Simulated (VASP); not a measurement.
Given:

```xyz
2
Lattice="0.0000 3.5224 3.5224 3.5224 0.0000 3.5224 3.5224 3.5224 0.0000" Properties=species:S:1:pos:R:3 pbc="T T T"
Ba     0.0000     0.0000     0.0000
Te     3.5224     3.5224     3.5224
```

The numbers are results of optB88-vdW, VASP's PBE PAW potentials (set 64) (plane waves; VASP 6.6.1), not measurements. Numerical set-up: 520 eV cut-off, 7×7×7 Γ-centred mesh, tetrahedra with Blöchl corrections, potentials Ba_sv Te.

Unless said otherwise, spin-orbit coupling is left out, though it shifts the bands of the heavy elements here.

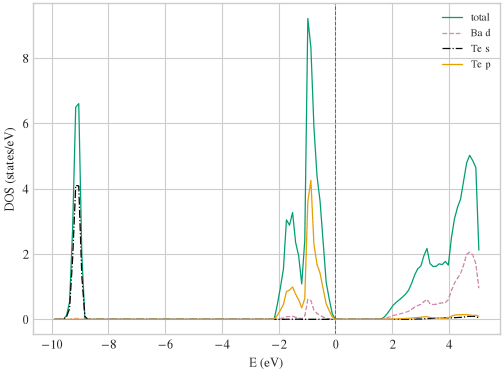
Figure. Total and projected density of states, zero at the valence-band maximum

Within 2 eV below the valence-band maximum the largest weight inside VASP's projection spheres is Te p.

It has a band gap.

The compound is BaTe in the rock salt structure. It was relaxed first.
